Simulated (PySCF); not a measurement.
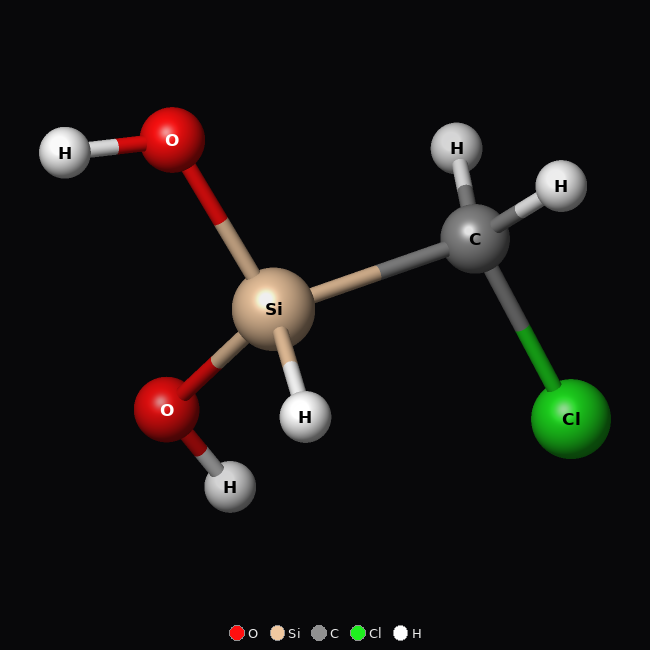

The picture shows a molecular structure as a ball-and-stick model.

The geometry was computed by an optimisation with PBE0-D3(BJ)/def2-SVP. No frequency run is at hand to confirm it as a minimum.

What does the picture show?

It has 10 atoms: 1 carbon, 5 hydrogen, 1 chlorine, 2 oxygen and 1 silicon (CH₅ClO₂Si). Its SMILES string is `O[SiH](O)CCl`. It has no ring. Among its groups: C–Cl bond, Si–H bond, Si–O bond. The point group is C1. Coordination: 2 O bent; 1 Si tetrahedral; 1 C tetrahedral.

The parts below concern this one geometry. Atoms keep their numbers from picture to picture.

## Levels of theory compared

No frequency run is at hand to confirm it as a minimum. Program: PySCF 2.14.0.

Tabulate HOMO–LUMO gap (eV), HOMO energy (eV), dipole (D) at these levels: B3LYP/pcSseg-2; B97-D/pcSseg-2; BP86/pcSseg-2; KT2/pcSseg-2; PBE/pcSseg-2; PBE0/6-31G; PBE0/STO-3G; PBE0/pcSseg-2; WP04/pcSseg-2; mPW1PW91/pcSseg-2.

```json
{"level": "B3LYP/pcSseg-2", "HOMO–LUMO gap (eV)": "7.63", "HOMO energy (eV)": "−8.04", "dipole (D)": "0.96"}
{"level": "B97-D/pcSseg-2", "HOMO–LUMO gap (eV)": "5.91", "HOMO energy (eV)": "−6.89", "dipole (D)": "0.93"}
{"level": "BP86/pcSseg-2", "HOMO–LUMO gap (eV)": "5.84", "HOMO energy (eV)": "−6.98", "dipole (D)": "0.91"}
{"level": "KT2/pcSseg-2", "HOMO–LUMO gap (eV)": "5.77", "HOMO energy (eV)": "−6.99", "dipole (D)": "0.95"}
{"level": "PBE/pcSseg-2", "HOMO–LUMO gap (eV)": "5.77", "HOMO energy (eV)": "−6.87", "dipole (D)": "0.89"}
{"level": "PBE0/6-31G", "HOMO–LUMO gap (eV)": "8.45", "HOMO energy (eV)": "−8.32", "dipole (D)": "1.18"}
{"level": "PBE0/STO-3G", "HOMO–LUMO gap (eV)": "8.73", "HOMO energy (eV)": "−4.46", "dipole (D)": "1.62"}
{"level": "PBE0/pcSseg-2", "HOMO–LUMO gap (eV)": "8.14", "HOMO energy (eV)": "−8.26", "dipole (D)": "0.96"}
{"level": "WP04/pcSseg-2", "HOMO–LUMO gap (eV)": "7.37", "HOMO energy (eV)": "−9.41", "dipole (D)": "0.99"}
{"level": "mPW1PW91/pcSseg-2", "HOMO–LUMO gap (eV)": "8.17", "HOMO energy (eV)": "−8.29", "dipole (D)": "0.96"}
```

## Bond orders

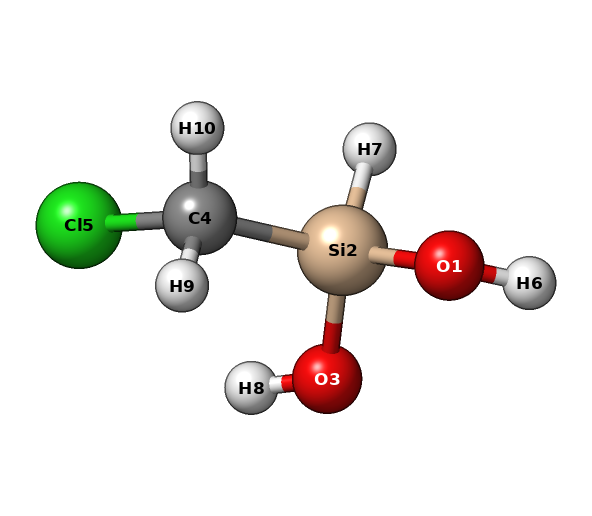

Every bond is drawn as one stick. No frequency run is at hand to confirm it as a minimum. Method: PBE0/STO-3G (PySCF 2.14.0).

List the Mayer bond orders of O1–Si2, O1–H6, Si2–O3, Si2–C4, Si2–H7, O3–H8, C4–Cl5, C4–H9, C4–H10.

| bond | Mayer order | length (Å) |
| --- | --- | --- |
| O1–Si2 | 0.94 | 1.653 |
| O1–H6 | 0.93 | 0.961 |
| Si2–O3 | 0.92 | 1.656 |
| Si2–C4 | 0.81 | 1.880 |
| Si2–H7 | 0.83 | 1.491 |
| O3–H8 | 0.92 | 0.964 |
| C4–Cl5 | 0.95 | 1.801 |
| C4–H9 | 0.96 | 1.100 |
| C4–H10 | 0.96 | 1.099 |

## NMR shielding

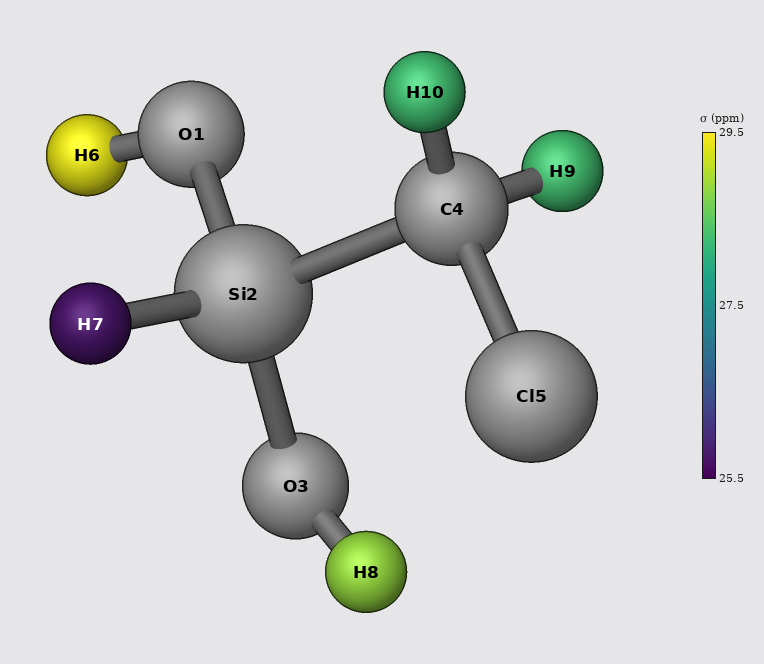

Atoms are coloured by their isotropic NMR shieldings (H only, the others grey). No frequency run is at hand to confirm it as a minimum. Properties computed with GIAO PBE/pcSseg-2 NMR shielding, non-relativistic, gas phase (PySCF 2.14.0).

Which H atom is the most shielded (lowest chemical shift)?

Answer. H6 (29.35 ppm).

Which H atom is the least shielded (highest chemical shift)?

Answer. H7 (25.72 ppm).

How wide is the range of H shifts?

Answer. 3.63 ppm.

Give the isotropic NMR shieldings of the H atoms atom by atom.

| atom | σ (ppm) |
| --- | --- |
| H6 | 29.35 |
| H7 | 25.72 |
| H8 | 28.86 |
| H9 | 28.30 |
| H10 | 28.29 |
